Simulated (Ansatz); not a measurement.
# One shape, several levels: BH2Br (SMILES [H]B([H])Br)

Wanted: a comparison of 6 runs (HF/STO-3G, UHF/STO-3G, UB3LYP/STO-3G, r2SCAN/STO-3G, RPA@PBE/STO-3G, FCI/STO-3G) of BH2Br. 

The calculation is run with Ansatz 0.2.0.

51 further runs of the same task are left out: 2 that didn't finish, 49 set aside as unsound or not needed.

## Step 1: The system as given

BH2Br: 4 atoms, total charge 0, spin state singlet. SMILES: `[H]B([H])Br`. The H2–B1 distance was set to 1.462 Å, away from the relaxed value.

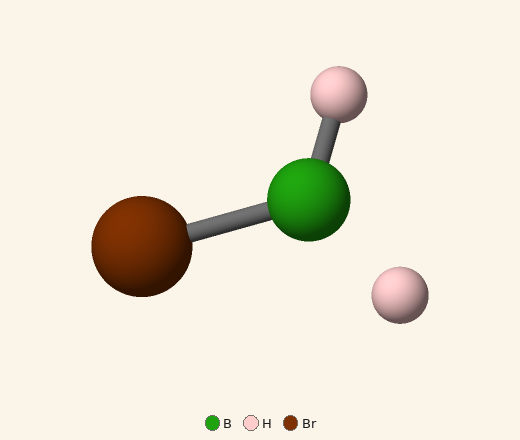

The structure, seen from a chosen angle (boron green, hydrogen pink, bromine brown).

## Step 2: The energy at HF/STO-3G (run 1)

File job.yaml:

```yaml
crystal:
  periodic: [false, false, false]
  atoms:
    - symbol: B
      position_ang: [-0.201202, 0.161384, -0.004356]
    - symbol: H
      position_ang: [1.259830, 0.109070, 0.015270]
    - symbol: H
      position_ang: [-0.782372, 1.176214, -0.023046]
    - symbol: Br
      position_ang: [-1.152982, -1.415276, 0.000354]
basis:
  gaussian:
    orbitals: STO-3G
accuracy: high
hamiltonian:
  xc: hf
```

Run with:

```
$ ansatz run job.yaml --threads 1 --pin off --max-ram 2610MiB --events-out events.jsonl --progress --plain --runs-dir runs
```

Standard output:

```text
Warning: RAYON_NUM_THREADS=1 ignored (pool sized by the plan → 1); use --threads N
Functional definition: HF
  name "HF"
  exchange = exact_x
  correlation = 0
343 factors; integrals over basis functions are off by at most 1.6e-8 eV
mean field evaluation 1: about -69936.5926 eV, gradient 1.7e1 eV
mean field evaluation 2: about -69936.6153 eV, gradient 1.7e1 eV
mean field evaluation 4: about -69938.0383 eV, gradient 1.1e0 eV
mean field evaluation 8: about -69938.0435 eV, gradient 9.4e-5 eV
mean field -69938.04353182 eV, -2570.1756940859 hartree, gradient 9.4e-8 eV, S^2 0.000000; 0 other end points of the search recorded, 0 dependent functions left out
reference -69938.04353182 eV, -2570.1756940859 hartree; 21, 21 occupied and 4, 4 virtual orbitals, 343 factors
Total energy: -69938.04353182 eV, -2570.1756940859 hartree
```

It took 0.16 s on 1 thread of Arm Neoverse V1, shared host.

## Step 3: The energy at UHF/STO-3G (run 2)

File input.yaml:

```yaml
crystal:
  periodic: [false, false, false]
  atoms:
    - symbol: B
      position_ang: [-0.201202, 0.161384, -0.004356]
    - symbol: H
      position_ang: [1.259830, 0.109070, 0.015270]
    - symbol: H
      position_ang: [-0.782372, 1.176214, -0.023046]
    - symbol: Br
      position_ang: [-1.152982, -1.415276, 0.000354]
basis:
  gaussian:
    orbitals: STO-3G
magnetization:
  spin_polarized: true
  initial_magnetization: 0
hamiltonian:
  xc: hf
accuracy: high
```

Run with:

```
$ ansatz run input.yaml --threads 1 --pin off --max-ram 2610MiB --events-out events.jsonl --progress --plain --runs-dir runs
```

Standard output:

```text
Warning: RAYON_NUM_THREADS=1 ignored (pool sized by the plan → 1); use --threads N
[... 4 set-up lines as earlier in the session ...]
343 factors; integrals over basis functions are off by at most 1.6e-8 eV
mean field evaluation 1: about -69936.5926 eV, gradient 1.2e1 eV
mean field evaluation 2: about -69936.6153 eV, gradient 1.2e1 eV
mean field evaluation 4: about -69938.0383 eV, gradient 7.6e-1 eV
mean field evaluation 8: about -69938.0435 eV, gradient 9.7e-5 eV
mean field -69938.04353182 eV, -2570.1756940859 hartree, gradient 6.6e-8 eV, S^2 0.000000; 0 other end points of the search recorded, 0 dependent functions left out
reference -69938.04353182 eV, -2570.1756940859 hartree; 21, 21 occupied and 4, 4 virtual orbitals, 343 factors
Total energy: -69938.04353182 eV, -2570.1756940859 hartree
```

Wall time 0.18 s (1 thread of Arm Neoverse V1, shared host).

Runs 3 to 4 aren't shown in full; the table further down has their settings and results.

## Step 4: The energy at RPA@PBE/STO-3G (run 5)

File job.yaml:

```yaml
crystal:
  periodic: [false, false, false]
  atoms:
    - {symbol: B, position_ang: [-0.201202, 0.161384, -0.004356]}
    - {symbol: H, position_ang: [1.259830, 0.109070, 0.015270]}
    - {symbol: H, position_ang: [-0.782372, 1.176214, -0.023046]}
    - {symbol: Br, position_ang: [-1.152982, -1.415276, 0.000354]}
basis:
  gaussian:
    orbitals: STO-3G
correlation:
  method: rpa
  frozen_orbitals: {B: 1, Br: 9, H: 0}
total_charge: 0
hamiltonian:
  xc: pbe
accuracy: high
```

Run with:

```
$ ansatz run job.yaml --threads 1 --pin off --max-ram 2610MiB --events-out events.jsonl --progress --plain --runs-dir runs
```

Standard output:

```text
Warning: RAYON_NUM_THREADS=1 ignored (pool sized by the plan → 1); use --threads N
Functional definition: PBE
  name "PBE"
  parameter kappa = 0.804
  parameter beta = 0.06672455060314922
  exchange = pbe_x(kappa = kappa, mu = beta*pi^2/3)
  correlation = pbe_c(beta = beta)
343 factors; integrals over basis functions are off by at most 1.6e-8 eV
mean field evaluation 1: about -69966.6033 eV, gradient 1.1e1 eV
mean field evaluation 2: about -69966.5438 eV, gradient 1.0e1 eV
mean field evaluation 4: about -69966.9218 eV, gradient 2.1e0 eV
mean field evaluation 8: about -69966.9468 eV, gradient 3.7e-3 eV
mean field -69966.94678431 eV, -2571.2378690235 hartree, gradient 9.6e-8 eV, S^2 0.000000; 0 other end points of the search recorded, 0 dependent functions left out
10 core orbitals not correlated: weight in the atoms' cores, before any rotation towards them, 1.000 or more for the frozen orbitals, at most 0.000 for the correlated occupied ones
reference -69937.72002629 eV, -2570.1638054769 hartree; 11, 11 occupied and 4, 4 virtual orbitals, 343 factors
Total energy: -69941.08318441 eV, -2570.2873992581 hartree
```

Run time: 1.5 s. Hardware: 1 thread of Arm Neoverse V1, shared host; peak memory 0.094 GiB.

## Step 5: The energy at FCI/STO-3G (run 6)

File input.yaml:

```yaml
crystal:
  periodic: [false, false, false]
  atoms:
    - {symbol: B, position_ang: [-0.201202, 0.161384, -0.004356]}
    - {symbol: H, position_ang: [1.259830, 0.109070, 0.015270]}
    - {symbol: H, position_ang: [-0.782372, 1.176214, -0.023046]}
    - {symbol: Br, position_ang: [-1.152982, -1.415276, 0.000354]}
basis:
  gaussian: {orbitals: STO-3G}
correlation: {method: fci, frozen_orbitals: {B: 1, Br: 9, H: 0}}
accuracy: high
```

Run with:

```
$ ansatz run input.yaml --threads 1 --pin off --max-ram 2610MiB --events-out events.jsonl --progress --plain --runs-dir runs
```

Standard output:

```text
Warning: RAYON_NUM_THREADS=1 ignored (pool sized by the plan → 1); use --threads N
[... 4 set-up lines as earlier in the session ...]
343 factors; integrals over basis functions are off by at most 1.6e-8 eV
mean field evaluation 1: about -69936.5926 eV, gradient 1.7e1 eV
mean field evaluation 2: about -69936.6153 eV, gradient 1.7e1 eV
mean field evaluation 4: about -69938.0383 eV, gradient 1.1e0 eV
mean field evaluation 8: about -69938.0435 eV, gradient 9.4e-5 eV
mean field -69938.04353182 eV, -2570.1756940859 hartree, gradient 9.4e-8 eV, S^2 0.000000; 0 other end points of the search recorded, 0 dependent functions left out
10 core orbitals not correlated: weight in the atoms' cores, before any rotation towards them, 1.000 or more for the frozen orbitals, at most 0.000 for the correlated occupied ones
reference -69938.04353182 eV, -2570.1756940859 hartree; 11, 11 occupied and 4, 4 virtual orbitals, 343 factors
state -69940.05957373 eV, -2570.2497822594 hartree
Total energy: -69940.05957373 eV, -2570.2497822594 hartree
```

It took 5.7 s on 1 thread of Arm Neoverse V1, shared host; peak memory 0.2 GiB.

## Step 6: The series

```csv
run,level,frozen core orbitals,energy (Eh),wall time
1,HF/STO-3G,–,-2570.175694,0.16 s
2,UHF/STO-3G,–,-2570.175694,0.18 s
3,UB3LYP/STO-3G,–,-2571.717848,1.8 s
4,r2SCAN/STO-3G,–,-2571.794069,2.5 s
5,RPA@PBE/STO-3G,10,-2570.287399,1.5 s
6,FCI/STO-3G,10,-2570.249782,5.7 s
```

## Step 7: Outcome

| quantity | value |
| --- | --- |
| run 6: total energy | -2570.24978 Eh |
| run 6: correlation energy (10 core orbitals frozen) | -74.1 mEh |

What this shows: Against full CI in this basis: HF +74.1 mEh; UHF +74.1 mEh. Totals of different functionals can't be ranked against each other. In runs 1, 2, 3, 4, 5, 6 the basis is minimal, so the values are rough. All runs together took 12 s, the longest 5.7 s.
